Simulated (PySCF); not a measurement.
Single-point calculation of GaS (charge +1) (part 2 of 2)

The same run, continued: GaS, charge +1, multiplicity 3; UHF/pcseg-1, mp2 (PySCF 2.14.0). The run did not end well.

Geometry of the input (Å):
```
Ga 0.0000  0.0000  0.0000
S  0.0000  0.0000  2.4050
```

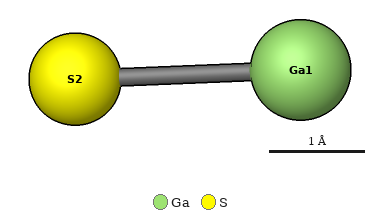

*The input geometry (ball-and-stick view, seen at a tilt; atoms are numbered from 1 in the order of the input). Sticks mark near contacts.*

### Log, continued
```
WARN: beta-E1y LUMO -0.584804338434203 < system HOMO -0.584804338434203

cycle= 27 E= -2320.21205679088  delta_E= -3.03e-07  |g|= 0.0224  |ddm|= 0.00221
alpha HOMO (A1) = -0.626019067428945  LUMO (E1x) = -0.183251854465507
beta  HOMO (E1x) = -0.584689735696109  LUMO (E1x) = -0.584689735696109

WARN: HOMO -0.584689735696109 >= LUMO -0.584689735696109

WARN: beta-E1x HOMO -0.584689735696109 > system LUMO -0.584689735696109

WARN: beta-E1y LUMO -0.584689735696109 < system HOMO -0.584689735696109

cycle= 28 E= -2320.2120541994  delta_E= 2.59e-06  |g|= 0.0224  |ddm|= 0.00485
alpha HOMO (A1) = -0.625820794361631  LUMO (E1x) = -0.183004692878122
beta  HOMO (E1x) = -0.585154329068528  LUMO (E1x) = -0.585154329068528

WARN: HOMO -0.585154329068528 >= LUMO -0.585154329068528

WARN: beta-E1x HOMO -0.585154329068528 > system LUMO -0.585154329068528

WARN: beta-E1y LUMO -0.585154329068528 < system HOMO -0.585154329068528

cycle= 29 E= -2320.21206177908  delta_E= -7.58e-06  |g|= 0.0224  |ddm|= 0.00706
alpha HOMO (A1) = -0.625928770899446  LUMO (E1x) = -0.183108776827341
beta  HOMO (E1x) = -0.584664023843884  LUMO (E1x) = -0.584664023843884

WARN: HOMO -0.584664023843884 >= LUMO -0.584664023843884

WARN: beta-E1x HOMO -0.584664023843884 > system LUMO -0.584664023843884

WARN: beta-E1y LUMO -0.584664023843884 < system HOMO -0.584664023843884

cycle= 30 E= -2320.2120584795  delta_E= 3.3e-06  |g|= 0.0223  |ddm|= 0.00608
alpha HOMO (A1) = -0.62601897100901  LUMO (E1x) = -0.183559864665393
beta  HOMO (E1x) = -0.584564470656173  LUMO (E1x) = -0.584564470656173

WARN: HOMO -0.584564470656173 >= LUMO -0.584564470656173

WARN: beta-E1x HOMO -0.584564470656173 > system LUMO -0.584564470656173

WARN: beta-E1y LUMO -0.584564470656173 < system HOMO -0.584564470656173

cycle= 31 E= -2320.21204242498  delta_E= 1.61e-05  |g|= 0.0225  |ddm|= 0.00697
alpha HOMO (A1) = -0.625884396240313  LUMO (E1x) = -0.183039860450618
beta  HOMO (E1x) = -0.584526915753495  LUMO (E1x) = -0.584526915753495

WARN: HOMO -0.584526915753495 >= LUMO -0.584526915753495

WARN: beta-E1x HOMO -0.584526915753495 > system LUMO -0.584526915753495

WARN: beta-E1y LUMO -0.584526915753495 < system HOMO -0.584526915753495

cycle= 32 E= -2320.21205449583  delta_E= -1.21e-05  |g|= 0.0224  |ddm|= 0.00732
alpha HOMO (A1) = -0.625984175890227  LUMO (E1x) = -0.183087046448664
beta  HOMO (E1x) = -0.584450335851241  LUMO (E1x) = -0.584450335851241

WARN: HOMO -0.584450335851241 >= LUMO -0.584450335851241

WARN: beta-E1x HOMO -0.584450335851241 > system LUMO -0.584450335851241

WARN: beta-E1y LUMO -0.584450335851241 < system HOMO -0.584450335851241

cycle= 33 E= -2320.21205192631  delta_E= 2.57e-06  |g|= 0.0224  |ddm|= 0.00121
alpha HOMO (A1) = -0.625642741955631  LUMO (E1x) = -0.182895201236227
beta  HOMO (E1x) = -0.584761669343962  LUMO (E1x) = -0.584761669343962

WARN: HOMO -0.584761669343962 >= LUMO -0.584761669343962

WARN: beta-E1x HOMO -0.584761669343962 > system LUMO -0.584761669343962

WARN: beta-E1y LUMO -0.584761669343962 < system HOMO -0.584761669343962

cycle= 34 E= -2320.21205940108  delta_E= -7.47e-06  |g|= 0.0224  |ddm|= 0.0053
alpha HOMO (A1) = -0.625609084633206  LUMO (E1x) = -0.183148253377957
beta  HOMO (E1x) = -0.584703894058409  LUMO (E1x) = -0.584703894058409

WARN: HOMO -0.584703894058409 >= LUMO -0.584703894058409

WARN: beta-E1x HOMO -0.584703894058409 > system LUMO -0.584703894058409

WARN: beta-E1y LUMO -0.584703894058409 < system HOMO -0.584703894058409

cycle= 35 E= -2320.21205548497  delta_E= 3.92e-06  |g|= 0.0224  |ddm|= 0.0034
alpha HOMO (A1) = -0.625648902753502  LUMO (E1x) = -0.18317292183407
beta  HOMO (E1x) = -0.584648956820302  LUMO (E1x) = -0.584648956820302

WARN: HOMO -0.584648956820302 >= LUMO -0.584648956820302

WARN: beta-E1x HOMO -0.584648956820302 > system LUMO -0.584648956820302

WARN: beta-E1y LUMO -0.584648956820302 < system HOMO -0.584648956820302

cycle= 36 E= -2320.21205496271  delta_E= 5.22e-07  |g|= 0.0224  |ddm|= 0.000516
alpha HOMO (A1) = -0.625749799505571  LUMO (E1x) = -0.183116833845892
beta  HOMO (E1x) = -0.584687500467986  LUMO (E1x) = -0.584687500467986

WARN: HOMO -0.584687500467986 >= LUMO -0.584687500467986

WARN: beta-E1x HOMO -0.584687500467986 > system LUMO -0.584687500467986

WARN: beta-E1y LUMO -0.584687500467986 < system HOMO -0.584687500467986

cycle= 37 E= -2320.21205949426  delta_E= -4.53e-06  |g|= 0.0224  |ddm|= 0.00292
alpha HOMO (A1) = -0.625695916082917  LUMO (E1x) = -0.182995088942868
beta  HOMO (E1x) = -0.584984783524015  LUMO (E1x) = -0.584984783524015

WARN: HOMO -0.584984783524015 >= LUMO -0.584984783524015

WARN: beta-E1x HOMO -0.584984783524015 > system LUMO -0.584984783524015

WARN: beta-E1y LUMO -0.584984783524015 < system HOMO -0.584984783524015

cycle= 38 E= -2320.21206209738  delta_E= -2.6e-06  |g|= 0.0224  |ddm|= 0.00312
alpha HOMO (A1) = -0.62607597063486  LUMO (E1x) = -0.18348188498029
beta  HOMO (E1x) = -0.585079083152188  LUMO (E1x) = -0.585079083152188

WARN: HOMO -0.585079083152188 >= LUMO -0.585079083152188

WARN: beta-E1x HOMO -0.585079083152188 > system LUMO -0.585079083152188

WARN: beta-E1y LUMO -0.585079083152188 < system HOMO -0.585079083152188

cycle= 39 E= -2320.2120455805  delta_E= 1.65e-05  |g|= 0.0225  |ddm|= 0.00713
alpha HOMO (A1) = -0.62565188401019  LUMO (E1x) = -0.183339939771468
beta  HOMO (E1x) = -0.58435474230163  LUMO (E1x) = -0.58435474230163

WARN: HOMO -0.58435474230163 >= LUMO -0.58435474230163

WARN: beta-E1x HOMO -0.58435474230163 > system LUMO -0.58435474230163

WARN: beta-E1y LUMO -0.58435474230163 < system HOMO -0.58435474230163

cycle= 40 E= -2320.21205841692  delta_E= -1.28e-05  |g|= 0.0223  |ddm|= 0.0128
alpha HOMO (A1) = -0.625650341198143  LUMO (E1x) = -0.183477648429944
beta  HOMO (E1x) = -0.584257134562755  LUMO (E1x) = -0.584257134562755

WARN: HOMO -0.584257134562755 >= LUMO -0.584257134562755

WARN: beta-E1x HOMO -0.584257134562755 > system LUMO -0.584257134562755

WARN: beta-E1y LUMO -0.584257134562755 < system HOMO -0.584257134562755

cycle= 41 E= -2320.21205738437  delta_E= 1.03e-06  |g|= 0.0223  |ddm|= 0.00278
alpha HOMO (A1) = -0.625804715203307  LUMO (E1x) = -0.183469286456657
beta  HOMO (E1x) = -0.584103383712644  LUMO (E1x) = -0.584103383712644

WARN: HOMO -0.584103383712644 >= LUMO -0.584103383712644

WARN: beta-E1x HOMO -0.584103383712644 > system LUMO -0.584103383712644

WARN: beta-E1y LUMO -0.584103383712644 < system HOMO -0.584103383712644

cycle= 42 E= -2320.21205392386  delta_E= 3.46e-06  |g|= 0.0223  |ddm|= 0.00217
alpha HOMO (A1) = -0.625638243172595  LUMO (E1x) = -0.183368164060107
beta  HOMO (E1x) = -0.584346767264455  LUMO (E1x) = -0.584346767264455

WARN: HOMO -0.584346767264455 >= LUMO -0.584346767264455

WARN: beta-E1x HOMO -0.584346767264455 > system LUMO -0.584346767264455

WARN: beta-E1y LUMO -0.584346767264455 < system HOMO -0.584346767264455

cycle= 43 E= -2320.21205759678  delta_E= -3.67e-06  |g|= 0.0223  |ddm|= 0.00306
alpha HOMO (A1) = -0.625683249257992  LUMO (E1x) = -0.183170637117383
beta  HOMO (E1x) = -0.583799316858987  LUMO (E1x) = -0.583799316858987

WARN: HOMO -0.583799316858987 >= LUMO -0.583799316858987

WARN: beta-E1x HOMO -0.583799316858987 > system LUMO -0.583799316858987

WARN: beta-E1y LUMO -0.583799316858987 < system HOMO -0.583799316858987

cycle= 44 E= -2320.21206026242  delta_E= -2.67e-06  |g|= 0.0222  |ddm|= 0.00444
alpha HOMO (A1) = -0.62568727316319  LUMO (E1x) = -0.183092820760578
beta  HOMO (E1x) = -0.583876387474116  LUMO (E1x) = -0.583876387474116

WARN: HOMO -0.583876387474116 >= LUMO -0.583876387474116

WARN: beta-E1x HOMO -0.583876387474116 > system LUMO -0.583876387474116

WARN: beta-E1y LUMO -0.583876387474116 < system HOMO -0.583876387474116

cycle= 45 E= -2320.21206000768  delta_E= 2.55e-07  |g|= 0.0222  |ddm|= 0.00297
alpha HOMO (A1) = -0.625714131827813  LUMO (E1x) = -0.183088703152458
beta  HOMO (E1x) = -0.583928790383727  LUMO (E1x) = -0.583928790383727

WARN: HOMO -0.583928790383727 >= LUMO -0.583928790383727

WARN: beta-E1x HOMO -0.583928790383727 > system LUMO -0.583928790383727

WARN: beta-E1y LUMO -0.583928790383727 < system HOMO -0.583928790383727

cycle= 46 E= -2320.21206233851  delta_E= -2.33e-06  |g|= 0.0222  |ddm|= 0.00179
alpha HOMO (A1) = -0.625777560197198  LUMO (E1x) = -0.183086068750045
beta  HOMO (E1x) = -0.584113376131534  LUMO (E1x) = -0.584113376131534

WARN: HOMO -0.584113376131534 >= LUMO -0.584113376131534

WARN: beta-E1x HOMO -0.584113376131534 > system LUMO -0.584113376131534

WARN: beta-E1y LUMO -0.584113376131534 < system HOMO -0.584113376131534

cycle= 47 E= -2320.21206333694  delta_E= -9.98e-07  |g|= 0.0222  |ddm|= 0.00243
alpha HOMO (A1) = -0.62611311896002  LUMO (E1x) = -0.183322998402283
beta  HOMO (E1x) = -0.584603618473554  LUMO (E1x) = -0.584603618473554

WARN: HOMO -0.584603618473554 >= LUMO -0.584603618473554

WARN: beta-E1x HOMO -0.584603618473554 > system LUMO -0.584603618473554

WARN: beta-E1y LUMO -0.584603618473554 < system HOMO -0.584603618473554

cycle= 48 E= -2320.21205400594  delta_E= 9.33e-06  |g|= 0.0224  |ddm|= 0.00576
alpha HOMO (A1) = -0.62574015555045  LUMO (E1x) = -0.183143658587893
beta  HOMO (E1x) = -0.584022546686375  LUMO (E1x) = -0.584022546686375

WARN: HOMO -0.584022546686375 >= LUMO -0.584022546686375

WARN: beta-E1x HOMO -0.584022546686375 > system LUMO -0.584022546686375

WARN: beta-E1y LUMO -0.584022546686375 < system HOMO -0.584022546686375

cycle= 49 E= -2320.21206365406  delta_E= -9.65e-06  |g|= 0.0222  |ddm|= 0.00628
alpha HOMO (A1) = -0.625584448261558  LUMO (E1x) = -0.183313457014245
beta  HOMO (E1x) = -0.584064206981686  LUMO (E1x) = -0.584064206981686

WARN: HOMO -0.584064206981686 >= LUMO -0.584064206981686

WARN: beta-E1x HOMO -0.584064206981686 > system LUMO -0.584064206981686

WARN: beta-E1y LUMO -0.584064206981686 < system HOMO -0.584064206981686

cycle= 50 E= -2320.21206733263  delta_E= -3.68e-06  |g|= 0.0222  |ddm|= 0.00392
SCF not converged.
SCF energy = -2320.21206733263 after 50 cycles  <S^2> = 2.064054  2S+1 = 3.042403

******** <class 'pyscf.mp.ump2.UMP2'> ********
nocc = (np.int64(24), np.int64(22)), nmo = (45, 45)
Init E(MP2) = -0.14240801795737
cycle = 1  E_corr(MP2) = -0.142166799905406  dE = 0.000241218052  norm(t2) = 0.00466482
cycle = 2  E_corr(MP2) = -0.142197246243714  dE = -3.04463383e-05  norm(t2) = 0.000209653
cycle = 3  E_corr(MP2) = -0.142196834160491  dE = 4.12083223e-07  norm(t2) = 1.25916e-05
cycle = 4  E_corr(MP2) = -0.142196882479771  dE = -4.83192798e-08  norm(t2) = 7.48328e-07
```

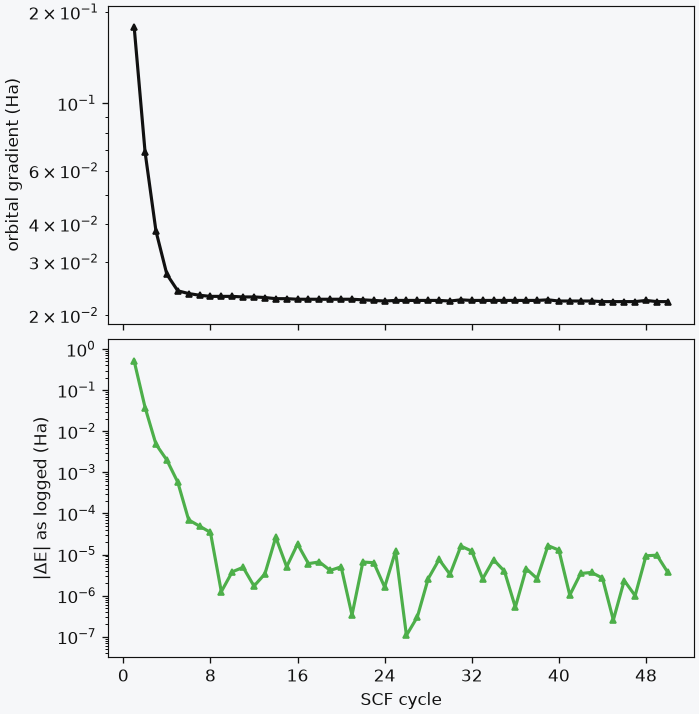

*Convergence of the self-consistent field: orbital gradient and size of the energy change against the SCF cycle.*

The residual stalls near 0.02 and no longer falls.

```
E(UMP2) = -2320.35426421511  E_corr = -0.142196882479771
E(SCS-UMP2) = -2320.35275203469  E_corr = -0.140684702065999
E_corr(same-spin) = -0.0345594887419921
E_corr(oppo-spin) = -0.107637393737779

WARN: System has nonzero charge 1; the dipole moment is origin-dependent.
Location of origin: [0. 0. 0.]

Dipole moment(X, Y, Z, Debye):  0.00000,  0.00000,  1.62588
orbital energies (hartree): [array([-0.6417, -0.6417, -0.6256, -0.1833, -0.1833, -0.1083]), array([-1.0284, -0.6742, -0.5841, -0.5841, -0.2617, -0.1696])]
```

### What the run reported

- outcome: not converged
- SCF energy: −2320.212067 hartree
- ⟨S²⟩: 2.064
- hardware: 1 CPU thread, shared host
- wall time: 2.9 s

### Diagnosis

The run did not converge. Its last values are not results. The SCF reached its limit of 50 cycles, and the later steps ran on the unconverged orbitals.
